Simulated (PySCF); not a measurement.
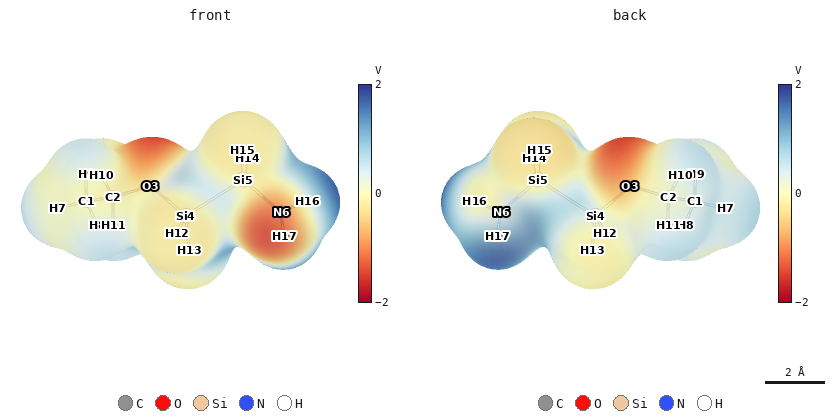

*C2H11NOSi2 (SMILES CCO[SiH2][SiH2]N). The electrostatic potential painted on the density surface at 0.002 e/bohr³, seen from the front and from behind; the colour scale runs from red (negative) to blue (positive).*

Geometry: PBE0-D3(BJ)/def2-SVP.

Theory: PBE0/pcSseg-1, SCF density, gas phase, non-relativistic in PySCF 2.14.0.

Input

```
{"job": {"kind": "nmr", "xc": "PBE0", "basis": "pcSseg-1"}, "charge": 0, "multiplicity": 1}
C     -2.973481    -0.603484     0.057998
C     -2.168900     0.659853    -0.168113
O     -0.859119     0.559304     0.338580
Si     0.425317    -0.168275    -0.442552
Si     2.342230     0.340945     0.797022
N      3.699975    -0.266421    -0.106967
H     -4.008739    -0.472482    -0.293185
H     -2.538255    -1.458379    -0.482830
H     -2.999606    -0.855020     1.128841
H     -2.649980     1.509471     0.344785
H     -2.149494     0.910388    -1.247502
H      0.241390    -1.652591    -0.563229
H      0.525730     0.360155    -1.847849
H      2.345792     1.814770     1.100751
H      2.326721    -0.368828     2.113120
H      4.603485    -0.331468     0.350336
H      3.819323     0.036164    -1.067896
```

Launched as:

```sh
OMP_NUM_THREADS=1 python probes_run.py task.json out
```

### Which sites attract a positive test charge, and which a negative one?

A positive charge is drawn to the negative regions and a negative charge to the positive ones. The most negative region (about −1.4 V) lies over O3 and N6, the most positive (about +1.7 V) over H16 and H17.
